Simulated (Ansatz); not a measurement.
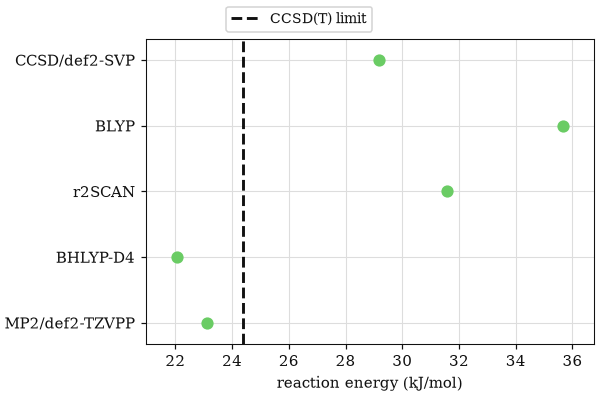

Electronic reaction energy of InHOBrF ([OH][In]([F])[Br]) + H₂ ([H][H]) → InH₂OBr ([OH][InH][Br]) + HF (F) (SMILES in brackets) at several levels (functionals in def2-TZVPP unless a basis is named), isolated molecules at PBE0-D4 triple-zeta geometries, minima by their frequencies, no zero-point or thermal terms, the Ansatz code 0.2.0. The line is frozen-core CCSD(T) at the basis limit (MP2 extrapolated from triple and quadruple zeta, plus CCSD(T) less MP2 in a smaller set). No dispersion term is added to BLYP and r2SCAN. The distance of CCSD/def2-SVP and MP2/def2-TZVPP to the limit includes basis error. Core potentials past Kr. The limit lies 4.5 kJ/mol from CCSD(T)/def2-TZVPP, so the line itself is uncertain by a part of that.

What do zero-point energy and temperature add?

Zero-point change 9.4 kJ/mol; at 298.15 K and 1 bar the CCSD(T) limit plus thermal terms gives an enthalpy of reaction of 31.2 and a free energy of 26.5 kJ/mol (harmonic PBE0-D4 modes, ideal gas).

What range do the values span, the line included?

From 22.0 kJ/mol (BHLYP-D4) to 35.7 kJ/mol (BLYP).

Caveats: no scalar relativity up to krypton; outer-core shells are correlated without core-valence functions, which makes the correlated values less sure; spin-orbit coupling is left out, and with In it can shift these values.
